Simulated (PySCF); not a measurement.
CH$_{4}$LiS, charge +1, SMILES `[Li+].CS`.

Method: CAM-B3LYP/def2-SVP; geometry: GFN2-xTB; program: PySCF. The pair's geometry is semi-empirical, so its contact may be too short or too long. GFN2-xTB bond lengths at metals and heavier atoms can be off by up to 0.1 Å and shapes distorted, which carries into these values. Without diffuse functions Rydberg states are missing, so the states' numbers hold for this basis only.

Geometry (Å), atoms numbered from 1:

```
Li1     -2.2293    1.0920   -0.1151
C2       1.3034    0.3790   -0.0357
S3      -0.3580   -0.3703    0.1028
H4       1.4187    0.8798   -0.9915
H5       2.0342   -0.4178    0.0783
H6       1.4003    1.0842    0.7852
H7      -0.2571   -1.1715   -0.9569
```

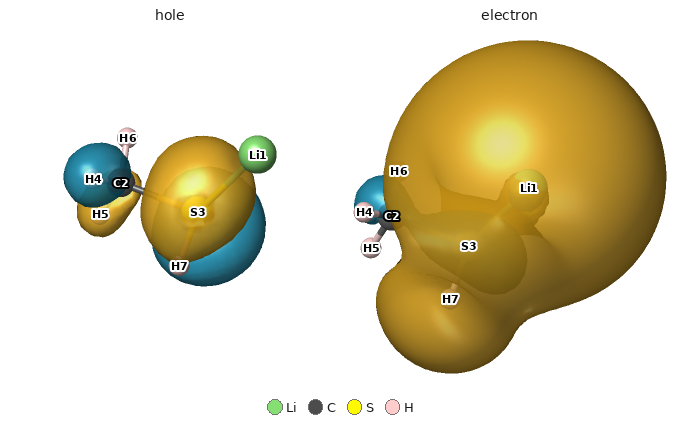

Leading natural transition orbital pair of S₁ (TDA singlet states); the surfaces enclose about 85 % of each orbital's density.

Q: Where does the state lie, and where do hole and electron sit?

A: 5.93 eV (209 nm), f = 0.034, partly diffuse acceptor orbital, which a basis without diffuse functions describes poorly; the leading pair carries 100 %; hole on S3 (78 %), C2 (7 %) and Li1 (5 %), electron on Li1 (79 %), S3 (12 %) and H7 (5 %) (atom shares of so diffuse an orbital are rough); their centroids lie 2.4 Å apart. In canonical orbitals it is mainly HOMO → LUMO (89 %). The HOMO–LUMO gap is 8.72 eV.
